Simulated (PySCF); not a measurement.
**C4H13NP2Si (SMILES CN(C1CC1)[SiH](P)P): density, localisation and related maps**

```yaml
atoms:
  - { symbol: C, position_ang: [0.3581, -2.0699, 0.2131] }
  - { symbol: N, position_ang: [0.2096, -0.6550, -0.0379] }
  - { symbol: C, position_ang: [1.4652, -0.0038, -0.2124] }
  - { symbol: C, position_ang: [1.6923, 1.4188, 0.1824] }
  - { symbol: C, position_ang: [2.3223, 0.3181, 0.9812] }
  - { symbol: Si, position_ang: [-1.2414, 0.1913, 0.3113] }
  - { symbol: P, position_ang: [-2.9103, -1.3129, 0.1188] }
  - { symbol: P, position_ang: [-1.3065, 1.9202, -1.1384] }
  - { symbol: H, position_ang: [-0.6259, -2.5306, 0.2859] }
  - { symbol: H, position_ang: [0.9042, -2.2557, 1.1433] }
  - { symbol: H, position_ang: [0.9070, -2.5378, -0.6085] }
  - { symbol: H, position_ang: [1.9879, -0.3533, -1.1002] }
  - { symbol: H, position_ang: [2.3189, 2.0234, -0.4548] }
  - { symbol: H, position_ang: [0.8850, 1.9674, 0.6417] }
  - { symbol: H, position_ang: [3.3883, 0.1655, 0.9148] }
  - { symbol: H, position_ang: [1.9056, 0.1170, 1.9563] }
  - { symbol: H, position_ang: [-1.3619, 0.6697, 1.7135] }
  - { symbol: H, position_ang: [-2.8337, -1.4062, -1.2582] }
  - { symbol: H, position_ang: [-3.9045, -0.3576, 0.0538] }
  - { symbol: H, position_ang: [-2.6640, 1.8280, -1.3901] }
  - { symbol: H, position_ang: [-1.5052, 2.8802, -0.1615] }
```

Geometry: GFN2-xTB.

These are results of PySCF, PBE0/pcSseg-1, SCF density, gas phase, non-relativistic, not measurements.

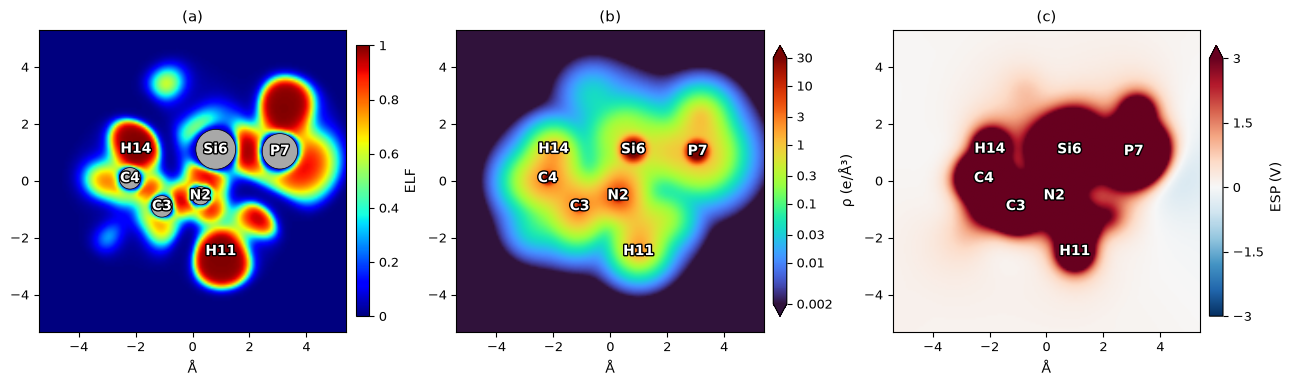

Figure 1. (a) ELF; (b) electron density; (c) electrostatic potential on the plane of atoms N2, Si6 and P7. Grey discs cover the atomic cores in the ELF map.

> Interpret the plot.

The plane passes through N, C, Si, P and H nuclei. C–N (1.43 Å): the density is about 2 e/Å³ at the midpoint; the ELF peaks at about 0.90 between the atoms: localised, covalent bonding. C–C (1.49 Å): ρ is about 1.6 e/Å³ halfway; the ELF peaks at about 0.90 between the atoms; a shared electron pair. Si–N (1.72 Å): ρ at the midpoint is about 1.1 e/Å³; the ELF peaks at about 0.90 between the atoms, as expected for a shared but strongly polarised pair. Si–P (2.25 Å): ρ at the midpoint is about 0.74 e/Å³, with its minimum of 0.64 e/Å³ about 0.8 Å from Si; the ELF peaks at about 0.95 between the atoms (a covalent bond). C–H (1.08 Å): ρ at the midpoint is about 2 e/Å³; the ELF climbs to about 1 towards the hydrogen, as it does in any bond to H (a covalent bond by its length). The ELF also peaks beside P7, away from the bonds: lone-pair regions. Outside the dense part of the molecule the potential is most negative (−0.4 V) near P7.

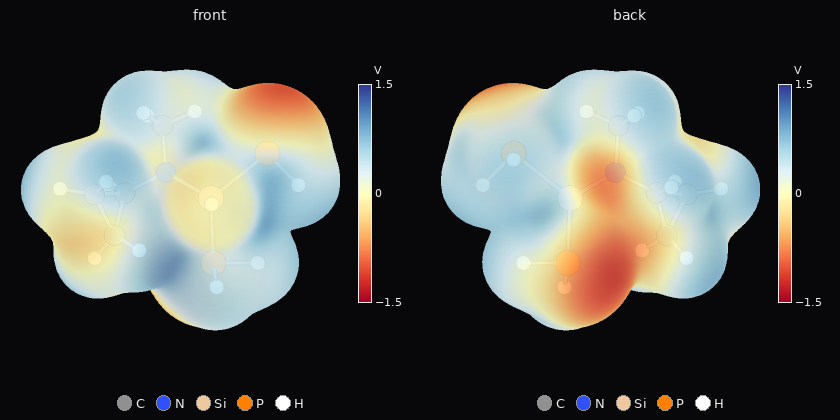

Figure 2. The electrostatic potential painted on the density surface at 0.002 e/bohr³, seen from the front and from behind; red is negative and blue positive.

> Describe the electrostatic potential map.

The most negative region (about −1.1 V) lies over P8, the most positive (about +0.9 V) over Si6, H14 and H21.
